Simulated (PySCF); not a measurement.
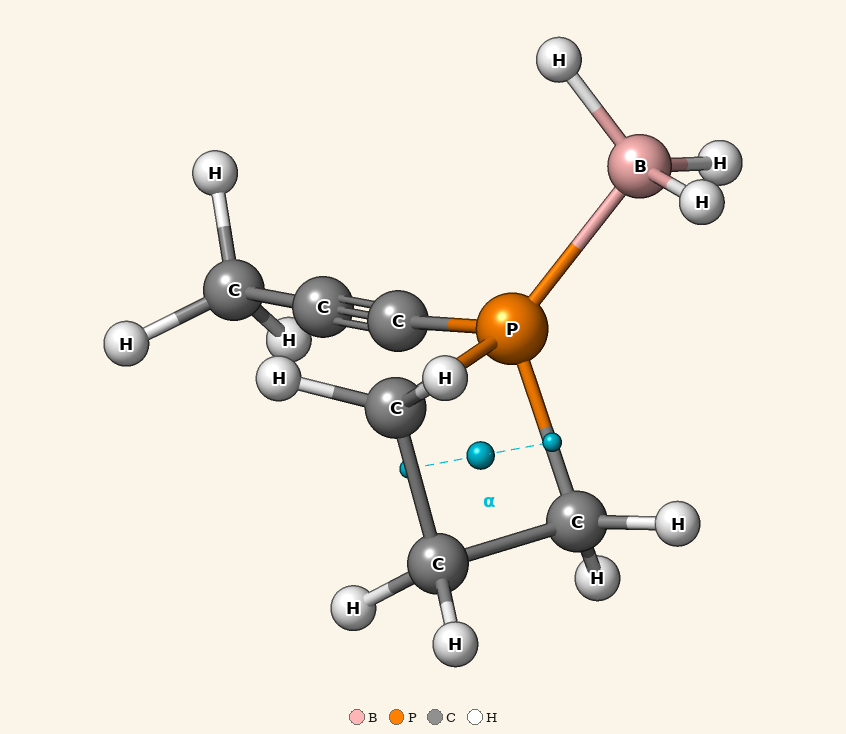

The small points mark where nucleus-independent chemical shifts (NICS) were computed: at the centre of each lettered ring and 1 Å above and below it. The geometry was computed by an optimisation with PBE0-D3(BJ)/def2-SVP. No frequency run is at hand to confirm it as a minimum. Properties computed with GIAO PBE0/pcSseg-1 NMR shielding, non-relativistic, gas phase (PySCF 2.14.0).

Give NICS(0), NICS(1) and the out-of-plane component NICS(1)zz for each ring (means of the two sides).

```csv
ring,members,NICS(0),NICS(1),NICS(1)zz
α,C3P,0.1,−1.0,4.4
```

Values in ppm.
